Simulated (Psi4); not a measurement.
**[BF4]− (tetrafluoroborate): B3LYP/aug-cc-pVDZ**

Aim: the vertical ionisation energy of [BF4]− (tetrafluoroborate) at B3LYP/aug-cc-pVDZ, from 2 runs. 

The results are computed with Psi4 1.11.

1 further run of the same task is left out (set aside as unsound or not needed).

### 1 Starting point

[BF4]−: 5 atoms, total charge -1, spin state singlet. SMILES: `F[B-](F)(F)F`. Geometry: relaxed at PBE0-D4/def2-TZVPD.

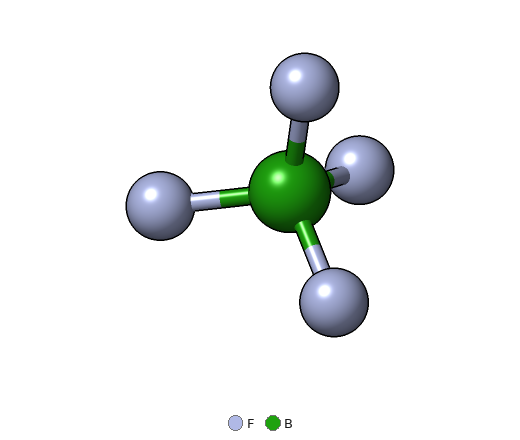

Viewed from a chosen angle; fluorine light blue, boron green.

### 2 Energy and forces at B3LYP/aug-cc-pVDZ

input.json reads:

```json
{
 "schema_name": "qcschema_input",
 "schema_version": 1,
 "molecule": {
  "schema_name": "qcschema_molecule",
  "schema_version": 2,
  "symbols": ["F", "B", "F", "F", "F"],
  "geometry": [-0.10790336, -0.07596699, 2.65317548, 0.0, 0.0, 0.00018897, 1.79316112, -1.75933502, -0.86398278, -2.38577923, -0.60301161, -1.00098793, 0.70052147, 2.43831362, -0.78839374],
  "molecular_charge": -1,
  "molecular_multiplicity": 1,
  "fix_symmetry": "c1"
 },
 "driver": "gradient",
 "model": {
  "method": "b3lyp",
  "basis": "aug-cc-pVDZ"
 },
 "keywords": {
  "puream": true,
  "e_convergence": 1e-09,
  "d_convergence": 1e-08,
  "scf_type": "pk",
  "dft_radial_points": 99,
  "dft_spherical_points": 590
 }
}
```

Started as:

```bash
psi4 --qcschema input.json -n 1 --memory 2200MB
```

stdout:

```text
[...]
  Running in c1 symmetry.
[...]
  Nuclear repulsion =  179.786669173934229
[...]
  Multiplicity = 1
[...]
  Nalpha       = 21
  Nbeta        = 21
[...]
    Number of basis functions: 115
[...]
   @RKS iter   1:  -424.37274826969019   -6.85654e-01   6.96300e-03 ADIIS/DIIS
[...]
   @RKS iter   9:  -424.58952439725249   -4.54747e-13   2.13841e-09 DIIS
[...]
    Orbital Energies [Eh]
    ---------------------
    Doubly Occupied:
       1A    -24.467451     2A    -24.467404     3A    -24.467388
       4A    -24.467385     5A     -6.669011     6A     -1.008009
       7A     -0.952749     8A     -0.952684     9A     -0.952675
      10A     -0.363770    11A     -0.305249    12A     -0.305223
      13A     -0.305219    14A     -0.218400    15A     -0.218397
      16A     -0.197374    17A     -0.197360    18A     -0.197359
      19A     -0.163769    20A     -0.163768    21A     -0.163746
[...]
  @RKS Final Energy:  -424.58952439725249
   => Energetics <=
    Nuclear Repulsion Energy =            179.7866691739342286
    One-Electron Energy =                -959.5108911881003451
    Two-Electron Energy =                 392.5452272729503989
    DFT Exchange-Correlation Energy =     -37.4105296560367719
    Empirical Dispersion Energy =           0.0000000000000000
    VV10 Nonlocal Energy =                  0.0000000000000000
    Total Energy =                       -424.5895243972524895
[...]
 Multipole Moments:
 ------------------------------------------------------------------------------------
     Multipole            Electronic (a.u.)      Nuclear  (a.u.)        Total (a.u.)
 ------------------------------------------------------------------------------------
 L = 1.  Multiply by 2.5417464519 to convert [e a0] to [Debye]
 Dipole X            :          0.0000279           -0.0000000            0.0000279
 Dipole Y            :         -0.0000459           -0.0000000           -0.0000459
 Dipole Z            :          0.0005639           -0.0000444            0.0005194
 Magnitude           :                                                    0.0005222
[...]
  -Total Gradient:
     Atom            X                  Y                   Z
    ------   -----------------  -----------------  -----------------
       1        0.000515592423     0.000354724173    -0.012531794229
       2        0.000005869165    -0.000011261916     0.000103182682
       3       -0.008444618125     0.008299557559     0.004075426842
       4        0.011224705459     0.002842971688     0.004699626144
       5       -0.003290259563    -0.011466726798     0.003698270117
[...]
```

The result, in JSON:

```text
{
 "driver": "gradient",
 "model": {
  "method": "b3lyp",
  "basis": "aug-cc-pVDZ"
 },
 "success": true,
 "return_result": [0.0005155924227869474, 0.00035472417324149304, -0.012531794228579002, 5.8691645016748705e-06, -1.1261916177098425e-05, 0.00010318268176129147, -0.008444618124776052, 0.008299557559437828, 0.004075426842403501, 0.011224705459193601, 0.0028429716884499565, 0.004699626143663371, -0.0032902595632810644, -0.011466726798370325, 0.003698270117003105],
 "properties": {
  "calcinfo_nbasis": 115,
  "calcinfo_nmo": 115,
  "calcinfo_nalpha": 21,
  "calcinfo_nbeta": 21,
  "calcinfo_natom": 5,
  "nuclear_repulsion_energy": 179.78666917393423,
  "return_energy": -424.5895243972525,
  "return_gradient": [0.0005155924227869474, 0.00035472417324149304, -0.012531794228579002, 5.8691645016748705e-06, -1.1261916177098425e-05, 0.00010318268176129147, -0.008444618124776052, 0.008299557559437828, 0.004075426842403501, 0.011224705459193601, 0.0028429716884499565, 0.004699626143663371, -0.0032902595632810644, -0.011466726798370325, 0.003698270117003105],
  "scf_one_electron_energy": -959.5108911881003,
  "scf_two_electron_energy": 392.5452272729504,
  "scf_xc_energy": -37.41052965603677,
  "scf_dipole_moment": [2.7915486675272883e-05, -4.594570896998551e-05, 0.000519436287965136],
  "scf_total_energy": -424.5895243972525,
  "scf_total_gradient": [0.0005155924227869474, 0.00035472417324149304, -0.012531794228579002, 5.8691645016748705e-06, -1.1261916177098425e-05, 0.00010318268176129147, -0.008444618124776052, 0.008299557559437828, 0.004075426842403501, 0.011224705459193601, 0.0028429716884499565, 0.004699626143663371, -0.0032902595632810644, -0.011466726798370325, 0.003698270117003105],
  "scf_iterations": 9
 }
}
```

Wall time 48 s (1 thread of Intel Xeon Platinum 8259CL at 2.50GHz (Skylake/Cascade Lake), shared host); peak memory 0.78 GiB.

### 3 Doublet neutral BF4, same level

bf4.inp reads:

```
memory 2.2 GB

molecule {
  0 2
  F     -0.10790336    -0.07596699     2.65317548
  B      0.00000000     0.00000000     0.00018897
  F      1.79316112    -1.75933502    -0.86398278
  F     -2.38577923    -0.60301161    -1.00098793
  F      0.70052147     2.43831362    -0.78839374
  units au
  symmetry c1
  no_reorient
  no_com
}

set basis aug-cc-pVDZ
set reference uks
set puream true
set e_convergence 1e-09
set d_convergence 1e-08
set scf_type pk
set dft_radial_points 99
set dft_spherical_points 590
set maxiter 100

e_tot, wfn = gradient('b3lyp', return_wfn=True)
print_variables()
```

Started as:

```bash
psi4 -n 1 bf4.inp bf4.out
```

bf4.out:

```text
[...]
  Running in c1 symmetry.
[...]
  Nuclear repulsion =  179.786669173934229
[...]
  Multiplicity = 2
[...]
  Nalpha       = 21
  Nbeta        = 20
[...]
    Number of basis functions: 115
[...]
   @UKS iter   1:  -424.22757415902737   -5.40480e-01   4.55493e-03 DIIS/ADIIS
[...]
   @UKS iter  28:  -424.31629771459473   -8.92442e-12   7.70610e-09 DIIS
[...]
   @S^2 Observed:                7.558596370E-01
[...]
    Orbital Energies [Eh]
    ---------------------
    Alpha Occupied:
       1A    -24.819672     2A    -24.819653     3A    -24.819646
       4A    -24.698963     5A     -6.962283     6A     -1.333343
       7A     -1.289659     8A     -1.289657     9A     -1.193532
      10A     -0.669550    11A     -0.622828    12A     -0.622827
      13A     -0.580817    14A     -0.549587    15A     -0.549582
      16A     -0.520769    17A     -0.509090    18A     -0.509088
      19A     -0.477513    20A     -0.416986    21A     -0.416984
    Alpha Virtual:
      22A     -0.006607    23A      0.021403    24A      0.021406
      25A      0.025671    26A      0.124303    27A      0.124304
[...]
  @UKS Final Energy:  -424.31629771459473
   => Energetics <=
    Nuclear Repulsion Energy =            179.7866691739342286
    One-Electron Energy =                -947.1502529949184463
    Two-Electron Energy =                 380.0997142145604926
    DFT Exchange-Correlation Energy =     -37.0524281081710072
    Empirical Dispersion Energy =           0.0000000000000000
    VV10 Nonlocal Energy =                  0.0000000000000000
    Total Energy =                       -424.3162977145947252
[...]
 Multipole Moments:
 ------------------------------------------------------------------------------------
     Multipole            Electronic (a.u.)      Nuclear  (a.u.)        Total (a.u.)
 ------------------------------------------------------------------------------------
 L = 1.  Multiply by 2.5417464519 to convert [e a0] to [Debye]
 Dipole X            :          0.0243797           -0.0000000            0.0243797
 Dipole Y            :          0.0171997            0.0000000            0.0171997
 Dipole Z            :         -0.5994901           -0.0007559           -0.6002460
 Magnitude           :                                                    0.6009870
[...]
  -Total Gradient:
     Atom            X                  Y                   Z
    ------   -----------------  -----------------  -----------------
       1       -0.000951207025    -0.000679140809     0.023561303711
       2        0.002704196850     0.001893603504    -0.066401039555
       3       -0.000923040485    -0.000043175376     0.014305031328
       4       -0.000115164331    -0.000281619601     0.014312425159
       5       -0.000702604927    -0.000868439939     0.014268224258
[...]
```

Wall time 1.9 min (1 thread of Intel Xeon Platinum 8259CL at 2.50GHz (Skylake/Cascade Lake), shared host); peak memory 0.78 GiB.

### 4 Results

Level: B3LYP/aug-cc-pVDZ.

```
                                                             quantity          value
                                         singlet [BF4]−: total energy  -424.58952 Eh
                                          singlet [BF4]−: HOMO energy       -4.46 eV
                                          singlet [BF4]−: LUMO energy        4.18 eV
singlet [BF4]−: HOMO–LUMO gap (to an unbound level, set by the basis)        8.64 eV
                             singlet [BF4]−: largest force on an atom     0.645 eV/Å
                                    doublet neutral BF4: total energy  -424.31630 Eh
                                   doublet neutral BF4: dipole moment         1.53 D
              doublet neutral BF4: HOMO energy (highest over α and β)      -11.28 eV
               doublet neutral BF4: LUMO energy (lowest over α and β)      -10.48 eV
                                            doublet neutral BF4: ⟨S²⟩          0.756
                        doublet neutral BF4: largest force on an atom     3.419 eV/Å
                  vertical detachment energy (to the doublet neutral)       7.435 eV
```

In words: The vertical ionisation energy comes to 7.43 eV (171 kcal/mol). The largest force (singlet [BF4]−) is 0.65 eV/Å: the shape isn't a stationary point for this species at this level. −ε(HOMO) before ionisation, 4.46 eV, is 2.98 eV below this ionisation energy.
